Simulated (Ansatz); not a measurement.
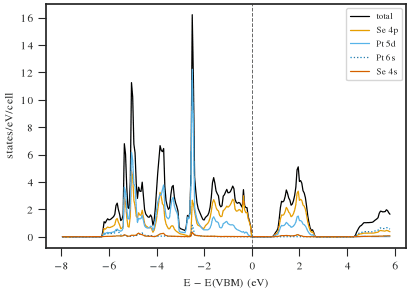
Fig. 1. Total and projected density of states of PtSe2 (CdI2 type, P-3m1), PBE (plane waves, PAW; program Ansatz)

Task: Which orbitals carry the states next to the gap?

Result: Top 1 eV of the valence band: Se 4p 78 %, Pt 5d 19 %. Bottom 1 eV of the conduction band: Se 4p 63 %, Pt 5d 31 %. Projections are on Löwdin-orthogonalised atomic valence shells; empty p or d shells of many metals are not among them.

Task: Where is the tallest occupied peak in this window, and what makes it?

Result: Near -2.5 eV, about 16 states/eV per cell; the largest projected share is Pt 5d.

The cell was relaxed with PBE under the symmetry of its start. The run is not spin-polarised. The volume lies over 15 % above that of the usual cell of this phase: another minimum, or an error of the functional. A crystal of weakly bound layers computed without a dispersion correction: the cell and the soft elastic constants depend strongly on that. Spin–orbit coupling is left out wherever it is not named.

Potentials: the later of the program's two PAW sets.
